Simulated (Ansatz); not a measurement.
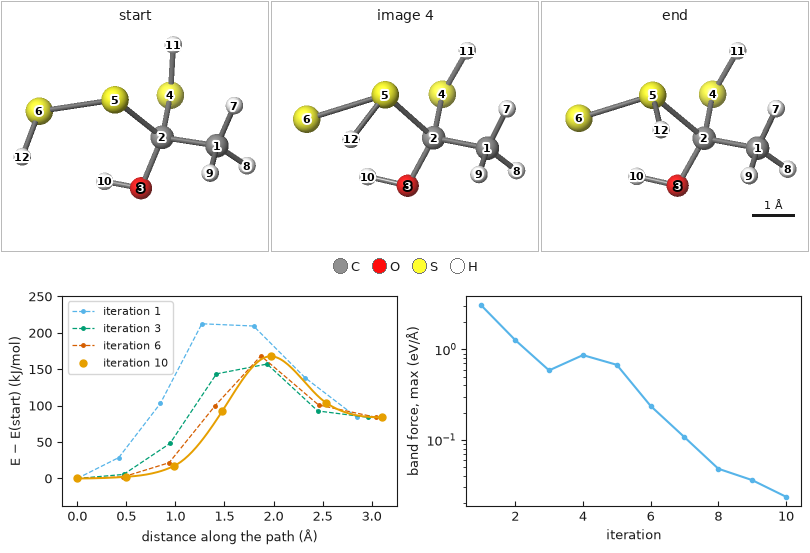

NEB run on C₂H₆OS₃. Images are numbered from 0 (start) to 6 (end). The plot follows the band through its iterations. Style: ball-and-stick. Shown from a free direction.

Computed with RKS PBE0-D4/def2-SVP in Ansatz. Settings: 5 movable images; climbing image; force threshold 0.03 eV/Å; iteration limit 60; starting path through a guess of the saddle point.

### Did the band converge, and can the barrier be trusted?

The result is final at these settings. The band converged in 10 iterations. The largest component of the band force went from 3.1 to 0.024 eV/Å. The climbing image converged on the top of the path. Its vibrational analysis gives one imaginary mode (1040i cm⁻¹), as a transition state must have. The first iteration put the highest image at 212.5 kJ/mol. The highest point, image 4, lies 167.9 kJ/mol above the start and 83.9 kJ/mol above the end; the end is at +84.0 kJ/mol relative to the start.
